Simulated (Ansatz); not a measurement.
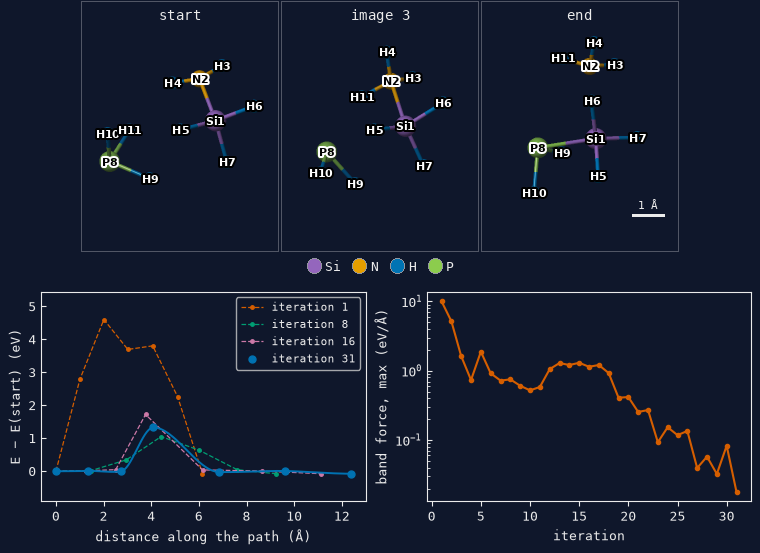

A search for the minimum-energy path of SiPNH$_{8}$, made up at the start of SiNH₅ and PH3 by the nudged elastic band. Images are numbered from 0 (start) to 6 (end). The plot follows the band through its iterations. Style: ball-and-stick. Shown from a free direction.

Theory: RKS PBE-D4/6-31G* in Ansatz 0.2.0. Set-up: 5 movable images; climbing image; force threshold 0.03 eV/Å; iteration limit 60; spring constant 0.5 eV/Å²; starting path through a guess of the saddle point.

How did the profile develop, and is the result final?

Answer. The run is converged, with reservations. The band converged in 31 iterations. The largest component of the band force went from 10 to 0.018 eV/Å. The climbing image converged on the top of the path. Its curvatures weren't checked. The first iteration put the highest image at 4.60 eV. Forward barrier 1.33 eV, backward barrier 1.40 eV, with image 3 at the top; the reaction energy is −0.08 eV.

Limits of the set-up: the start holds two separate molecules, 2.5 Å apart at their closest, whose relative position is a soft coordinate.

Cost: 2.8 min on 1 thread of Intel(R) Xeon(R) 6975P-C (Granite Rapids), with other jobs on the host, peak memory 0.13 GiB.
